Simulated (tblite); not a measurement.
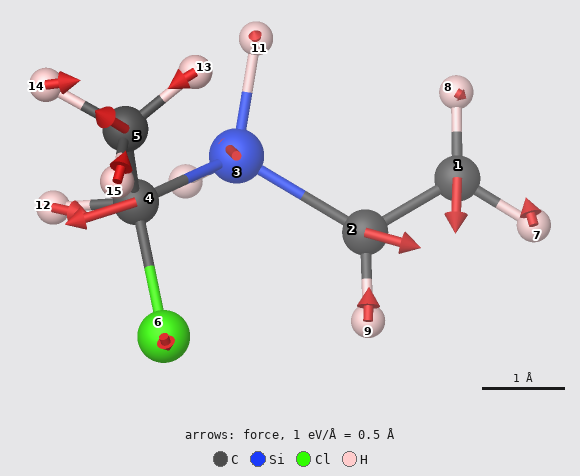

Starting geometry of C4H9ClSi with the computed forces as red arrows. The picture is a ball-and-stick view, seen at a tilt.

The calculation used GFN2-xTB geometry optimisation, gas phase (tblite 0.8.0). 

Q: What follows when this structure is relaxed?

A: It isn't relaxed: the largest force vector, on a C atom, is 1.84 eV/Å. The final displacements have little in common with the starting forces (cosine between the two patterns 0.15). Over 115 geometry steps the energy falls by 0.517 eV. The largest move after the best rigid fit is that of an H atom, 1.37 Å. Largest moves by element: H 1.37 Å, Cl 0.70 Å, Si 0.43 Å, C 0.43 Å. Among the contacts that change: C–Si 1.849 → 1.921 Å, C–Si 1.829 → 1.880 Å, C–H 1.131 → 1.091 Å, C–H 1.108 → 1.084 Å. Among the angles between lasting bonds that change: C–Si–C 114.3° → 107.3°, C–C–Si 118.0° → 125.1°, C–Si–H 105.0° → 111.5°. Groups turn about C–C by about 45°, C–Si by about 40°.
